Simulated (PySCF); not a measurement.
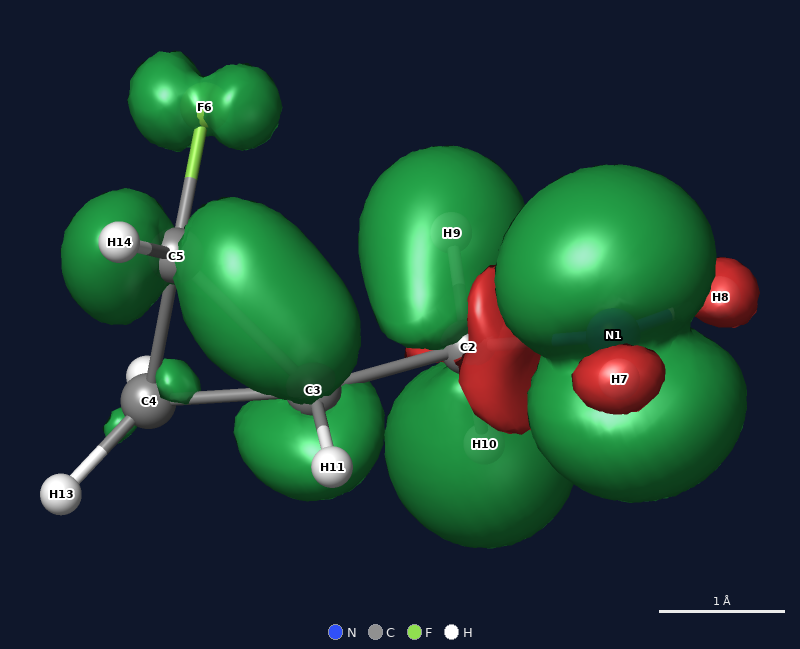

C4H8FN (charge +1, doublet). Isosurfaces of the spin density (α minus β) at +0.015 (green) and −0.015 e/Å³ (red), seen from one side.

Geometry: GFN2-xTB.

Method: UKS B3LYP, pcH-1 on C F H N, non-relativistic, mean-field spin-orbit, GIAO (PySCF 2.14.0, density-fitted response routines).

```xyz
14

N     1.6701   -1.1356    0.7648
C     0.3533   -0.6686    0.7606
C     0.0989    0.5543   -0.0551
C    -1.2887    1.1198   -0.1692
C    -0.7378    0.4314   -1.3626
F    -1.1989   -0.7865   -1.6668
H     2.4321   -0.5690    0.4255
H     1.8982   -2.0013    1.2289
H    -0.3331   -1.4927    0.4893
H     0.0369   -0.4420    1.8071
H     0.9362    1.2377   -0.1402
H    -2.0808    0.6082    0.3593
H    -1.4002    2.1929   -0.2169
H    -0.3869    0.9509   -2.2468
```

**Where is the unpaired spin?**

The unpaired spin (1 electron) lies mostly on N1 (about 0.5), H10 (about 0.1) and C2 (about 0.1), in electrons by Hirshfeld's partition.
